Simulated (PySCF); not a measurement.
**C₄H₉NO₂Si: density, localisation and related maps**

Input file:

```
{"job": {"kind": "nmr", "xc": "PBE0", "basis": "pcSseg-1"}, "charge": 0, "multiplicity": 1}
O      2.535307    -1.689500    -0.804502
C      2.154626    -0.654086    -0.316026
N      0.886892    -0.350050     0.013843
C     -0.161503    -1.336318    -0.197628
C     -1.449408    -0.566052    -0.469854
C     -1.512394     0.596753     0.528384
Si     0.300555     1.129976     0.746999
O      0.833449     2.458214    -0.010617
H      2.836830     0.187773    -0.094979
H     -0.264981    -1.949832     0.703378
H      0.123884    -1.987798    -1.025877
H     -2.314694    -1.223963    -0.388747
H     -1.417206    -0.171709    -1.487647
H     -2.177018     1.382279     0.173849
H     -1.922591     0.245040     1.474165
H      0.793459     1.339874     2.096370
H      0.747797     2.601429    -0.951018
```

Launched as:

```sh
OMP_NUM_THREADS=1 python probes_run.py task.json out
```

Geometry: GFN2-xTB.

All numbers below come from PySCF, PBE0/pcSseg-1, SCF density, gas phase, non-relativistic.

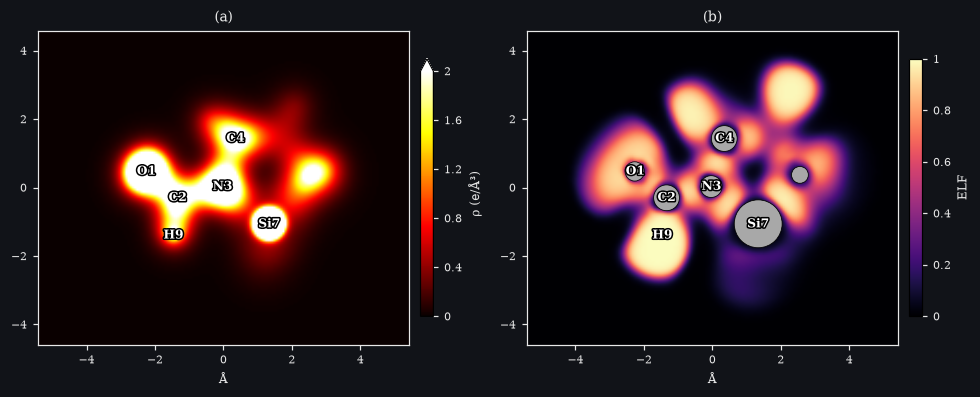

Figure 1. (a) electron density; (b) ELF on the plane of atoms O1, C2 and H9. Grey discs cover the atomic cores in the ELF map.

**Read the bonding off the picture.**

- Atoms in the plane: O, C, N, Si and H.
- C–O (1.21 Å): ρ is about 3.3 e/Å³ halfway; the ELF peaks at about 0.85 between the atoms (a short, multiple covalent bond).
- C–N (1.34 Å): ρ is about 2.4 e/Å³ halfway; the ELF peaks at about 0.90 between the atoms, as expected for localised, covalent bonding.
- Si–N (1.75 Å): the density is about 1 e/Å³ at the midpoint; the ELF peaks at about 0.90 between the atoms (a polar covalent bond).
- The ELF also peaks beside O1, away from the bonds: lone-pair regions.

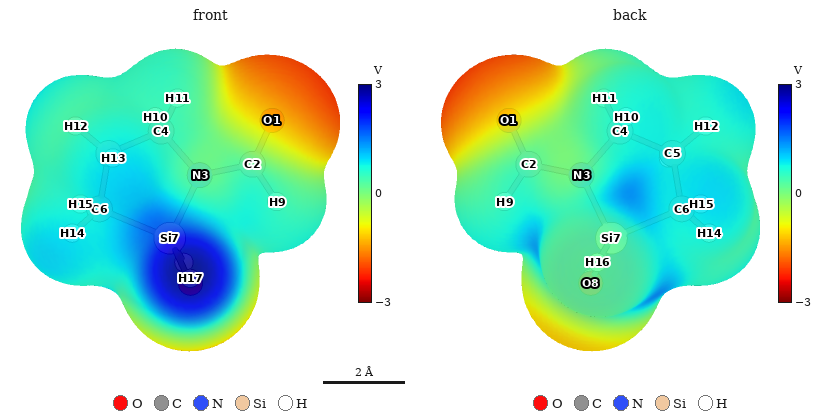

Figure 2. The electrostatic potential painted on the density surface at 0.002 e/bohr³, seen from the front and from behind; red is negative and blue positive.

**Which sites attract a positive test charge, and which a negative one?**

A positive charge is drawn to the negative regions and a negative charge to the positive ones. The most negative region (about −2.1 V, or −48 kcal/mol for a unit charge) lies over O1, the most positive (about +2.8 V, or +65 kcal/mol for a unit charge) over H17. O1 is the likeliest acceptor of a hydrogen bond.

**What dipole moment does the calculation give?**

Its dipole moment is 3.95 D.
